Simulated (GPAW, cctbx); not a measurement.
## (CdS)2(MgSe)2: deformation density and structure factors from DFT

Aim: compute the bonding part of the density of (CdS)2(MgSe)2, find which reflections carry it, and see how it biases an ordinary refinement.

The cell is a (CdS)2(MgSe)2 superlattice along [001] of the zinc-blende type, started at the mean lattice constant and relaxed freely, with no substrate. All numbers below are calculated.

### 1. Find the equilibrium geometry

The density hangs on the geometry, so cell and atoms are relaxed first, with the symmetry held. The cutoff is set higher than for the density because stress converges slowly with plane waves.

Settings: GPAW 26.7.0, PBE, 570 eV, 6×6×2 k-points (along the axes of the calculation cell), Fermi–Dirac width 0.05 eV, BFGS to 0.03 eV/Å.

```text
cell
1.0
     4.221427484    0.000000000    0.000000000
     0.000000000    4.221427484    0.000000000
     0.000000000    0.000000000   11.940000000
Cd S Mg Se
2 2 2 2
Direct
0.000000000 0.000000000 0.000000000
0.500000000 0.500000000 0.250000000
0.500000000 0.000000000 0.125000000
0.000000000 0.500000000 0.375000000
0.000000000 0.000000000 0.500000000
0.500000000 0.500000000 0.750000000
0.500000000 0.000000000 0.625000000
0.000000000 0.500000000 0.875000000
```

```console
$ OMP_NUM_THREADS=1 mpirun -n 4 gpaw python run.py > gpaw.log
```

```text
BFGS:    0      -27.955809        0.658520
BFGS:    1      -27.974239        0.569205
BFGS:    2      -28.022596        0.221753
BFGS:    3      -28.025373        0.215832
...
BFGS:    6      -28.052325        0.052682
BFGS:    7      -28.052571        0.053104
BFGS:    8      -28.052983        0.027816
cell  4.2098 4.2067 11.8903  90.00 90.00 90.00
volume 210.573 A^3, largest force 0.028 eV/A, largest stress 0.06 GPa
```

After 8 steps the volume has changed by -1.0 % and the energy by -0.097 eV; the largest stress left is 0.06 GPa. It took 6.9 min on 4 cores of Arm Neoverse V1 (shared host), peak memory 1.5 GiB.

Relaxed structure: Pmm2 (no. 25), a = 4.2067 Å, b = 4.2098 Å, c = 11.8903 Å, α = 90.00°, β = 90.00°, γ = 90.00°.

| atom | mult. | x | y | z |
| --- | --- | --- | --- | --- |
| Cd1 | 1 | 0 | 0 | 0.9923 |
| Cd2 | 1 | 1/2 | 1/2 | 0.7447 |
| Se1 | 1 | 0 | 1/2 | 0.3820 |
| Se2 | 1 | 1/2 | 0 | 0.1285 |
| S1 | 1 | 0 | 1/2 | 0.8680 |
| S2 | 1 | 1/2 | 0 | 0.6203 |
| Mg1 | 1 | 0 | 0 | 0.5089 |
| Mg2 | 1 | 1/2 | 1/2 | 0.2552 |

### 2. Density and charge transfer

X-rays see the whole electron density, so the PAW density is rebuilt with its core regions. Subtracting spherical free atoms from the same code cancels the cores and leaves the deformation density Δρ, the part due to bonding.

Settings: PBE, 450 eV, 6×6×2 k-points (along the axes of the calculation cell), Fermi–Dirac width 0.05 eV; primitive cell of 8 atoms.

```console
$ OMP_NUM_THREADS=1 mpirun -n 4 gpaw python run.py > gpaw.log
```

```text
|iter:   1|       0s |  -29.647677 | -0.15 |       |
|iter:   2|       3s |  -29.270885 | -1.55 | -1.11 |
|iter:   3|       6s |  -28.000849 | -0.75 | -1.15 |
...
|iter:  10|      28s |  -27.928846c| -6.55 | -4.36c|
|iter:  11|      31s |  -27.928846c| -7.34 | -4.83c|
|iter:  12|      34s |  -27.928846c| -7.95c| -5.42c|
```

```text
grid (42, 42, 120)  electrons 220.000  moved by bonding 1.925 e
deformation density beyond 0.5 A of the nuclei: max 0.137, min -0.076 e/A^3
atom        x       y       z   Voronoi charge  moment
Cd1    0.0000  0.0000  0.9923      0.354       0.00
Cd2    0.5000  0.5000  0.7447      0.376       0.00
Se3    0.0000  0.5000  0.3820     -0.351       0.00
Se4    0.5000  0.0000  0.1285     -0.332       0.00
S 5    0.0000  0.5000  0.8680     -0.360       0.00
S 6    0.5000  0.0000  0.6204     -0.373       0.00
Mg7    0.0000  0.0000  0.5089      0.350       0.00
Mg8    0.5000  0.5000  0.2552      0.335       0.00
mean inner potential of superposed free atoms 11.971 V
total magnetic moment 0.000 muB
```

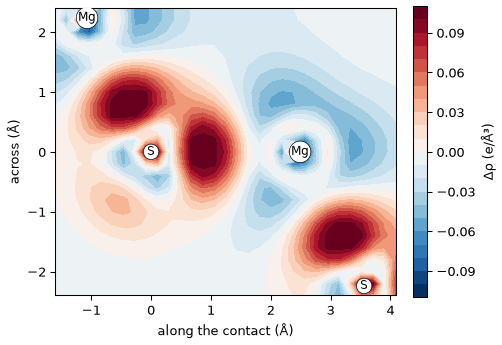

Deformation density in a plane through the shortest contact of the S atom at the origin; red gains electrons, blue loses them.

S gains most (-0.37 e) and Cd loses most (+0.36 e), in averages over each element's sites; S is the most electronegative element, but the order of the others doesn't follow electronegativity. Such charges fall far short of formal ones, since overlapping free atoms already put density on their neighbours. Along the shortest contact from the S atom at the map's origin, S–Mg at 2.49 Å, Δρ is +0.09 e/Å³ at the midpoint and highest, +0.14, 0.87 Å from S (points within 0.5 Å of a nucleus left out): the build-up leans to one atom, as in a polar bond or on the flank of an anion. At the midpoints of other shortest contacts it is +0.06 (Cd–S, 2.56 Å), +0.08 (Se–Mg, 2.59 Å) and +0.06 (Cd–Se, 2.65 Å) e/Å³. Point values carry grid noise of about 0.01 e/Å³. The run needed 12 iterations, 44 s.

### 3. Structure factors

The Fourier components of Δρ, added to those of the free atoms, give the static X-ray structure factors; the Mott–Bethe relation turns them into the Fourier components V of the potential that fast electrons feel.

```text
static structure factors of the conventional cell: F in electrons, V (Mott-Bethe) in volts
   h  k  l      d  |F| table  |F| free   |F| DFT   change   |V| free  |V| DFT  change %
   0  0  1 11.8903    34.351    34.356    34.308   -0.048     0.816    0.974     19.4
   0  0  2  5.9451     1.093     1.092     1.107    0.015     0.026    0.014    -48.2
   0  1  0  4.2098     0.000     0.000     0.000    0.000     0.000    0.000        -
   1  0  0  4.2067     0.000     0.000     0.006    0.006     0.000    0.002        -
   0  1  1  3.9684    68.126    68.116    68.028   -0.088     1.756    1.786      1.7
   1  0  1  3.9658    30.512    30.505    30.471   -0.034     0.792    0.806      1.8
   0  0  3  3.9634    60.179    60.164    60.109   -0.054     1.395    1.416      1.5
   0  1  2  3.4357   128.219   128.294   128.679    0.384     5.708    5.593     -2.0
   1  0  2  3.4340   137.889   137.961   138.374    0.414     5.941    5.823     -2.0
   1  1  0  2.9757    19.366    19.276    18.530   -0.746     0.140    0.283    103.0
   0  0  4  2.9726    23.399    23.323    22.736   -0.587     0.346    0.419     21.0
   1  1  1  2.8867    64.542    64.511    64.463   -0.049     1.607    1.615      0.5
   0  1  3  2.8857    44.570    44.544    44.635    0.091     1.404    1.387     -1.2
   1  0  3  2.8847    57.666    57.630    57.528   -0.102     1.329    1.350      1.6
```

The largest X-ray change is -0.75 e on 110, 3.9 % of |F|. For electrons V goes as (Z − F)/g², so a change of F counts against Z − F, which is small at low angle and wherever the atoms' terms cancel: |V| of 110 moves by +103.0 % (0.14 to 0.28 V) against -3.9 % in |F|. The tabulated Hartree–Fock atoms differ from the free DFT atoms by up to 0.09 e, so the choice of reference atom matters too.

### 4. Which functional?

The same geometry is run with other functionals, to see whether the bonding signal is larger than the spread between approximations. Free atoms are LDA for LDA and PBE otherwise; meta-GGAs and hybrids keep PBE cores. Any other changed setting is in the row's label.

```csv
run,ΔF 110 (e),ΔF 004 (e),ΔF 102 (e),q(S) (e),moved (e),time
PBE,-0.746,-0.587,+0.414,-0.366,1.925,44 s
LDA,-0.707,-0.557,+0.337,-0.340,1.786,40 s
r2SCAN,-0.783,-0.611,+0.428,-0.405,2.142,1.9 min
```

At the base's settings ΔF(110) spans -0.783 to -0.707 e, a spread of 10 % of the PBE value; over the three listed reflections the spread is at most 22 %, so sign and size hold across the functionals. Times are from shared hosts.

### 5. Refining ordinary atoms against data with bonding

Routine crystallography fits spherical atoms. To see the bias, intensities are simulated from tabulated atoms plus the DFT change ΔF, so that bonding alone can misfit (9728 reflections of the full sphere, merged to the counts below, to 0.45 Å, 1.5 % proportional noise plus counting noise, assumed isotropic U as listed, Δρ smeared by the mean U) and refined with cctbx over different ranges.

| range | data | R1 | GooF | U Cd1 (true 0.0066) | U Cd2 (true 0.0066) | U Se1 (true 0.0075) | U Se2 (true 0.0075) | largest shift (Å) | Δρ max, min (e/Å³) |
| --- | --- | --- | --- | --- | --- | --- | --- | --- | --- |
| all data | 2836 | 0.0084 | 0.94 | 0.0066 | 0.0066 | 0.0075 | 0.0075 | 0.0014 | 0.48, -0.48 |
| low resolution, d > 0.84 | 471 | 0.0063 | 0.96 | 0.0066 | 0.0067 | 0.0076 | 0.0077 | 0.0017 | 0.15, -0.22 |
| high order, d < 0.75 | 2161 | 0.0097 | 0.93 | 0.0066 | 0.0066 | 0.0075 | 0.0075 | 0.0015 | 0.39, -0.38 |
| occupancies free, d > 0.7 | 804 | 0.0066 | 0.96 | 0.0066 | 0.0067 | 0.0076 | 0.0075 | 0.0013 | 0.18, -0.21 |

With all data GooF is 0.94, so at this noise the bonding hardly shows; the top residual peak lies 0.46 Å from Se and 2.35 Å from Mg. No U is off by more than 3 s.u. at low resolution. With Cd1 held at 1 and the scale free, the other occupancies refine to Cd2 1.001(0.006), Se1 1.000(0.006), Se2 1.000(0.004) and S1 0.999(0.014), within three s.u. of full.

### 6. Answer

Bonding moves 1.93 e in the primitive cell of (CdS)2(MgSe)2 and changes the structure factors of the conventional cell in the table above by at most 0.75 e (110, 3.9 %). The shortest bond, S–Mg, has Δρ = +0.09 e/Å³ at its midpoint, on a slope that rises towards one atom. At the base's settings ΔF(110) spans -0.783 to -0.707 e, a spread of 10 % of the PBE value; over the three listed reflections the spread is at most 22 %, so sign and size hold across the functionals. With all data GooF is 0.94, so at this noise the bonding hardly shows. Limits: static density, frozen cores, no spin–orbit coupling.

[Outputs are excerpts: Python notices, other lines and further rows are left out; steps that failed or that the build refused (PBEsol, TPSS) are not shown.]

[Logs are printed without paths, hosts, clocks, repeated set-up lines and the standing remarks that a program may print on its own settings, such as how far it seeks lower states.]
